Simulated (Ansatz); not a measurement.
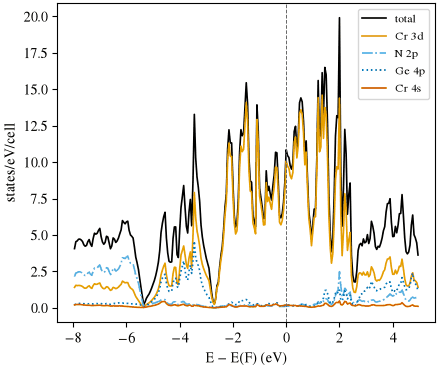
Fig. 1. Total and projected density of states of Cr3GeN in space group P-42_1m (No. 113; Cr on 4e, Cr on 2b, Ge on 2c, N on 2a), the program Ansatz at the PBEsol level (PAW)

Which orbitals carry the states next to the Fermi level?

Within 0.5 eV of the Fermi level: Cr 3d 93 %. Projections are on Löwdin-orthogonalised atomic valence shells; empty p or d shells of many metals are not among them.

Where is the tallest occupied peak in this window, and what makes it?

Near -1.5 eV, about 15 states/eV per cell; the largest projected share is Cr 3d.

The workflow started from a Materials Project entry (that database holds measured and hypothetical structures alike); the Crystallography Open Database files this formula in space group No. 113, but the cells were not matched. Whether it is the stable phase at ambient conditions was not checked. Symmetry was held in the PBEsol relaxation; of distortions, only those at the zone centre were tested. No spin polarisation was allowed. Scalar-relativistic: spin–orbit coupling is off unless named, which matters more the heavier the elements.

Potentials: the later of the program's two PAW sets.
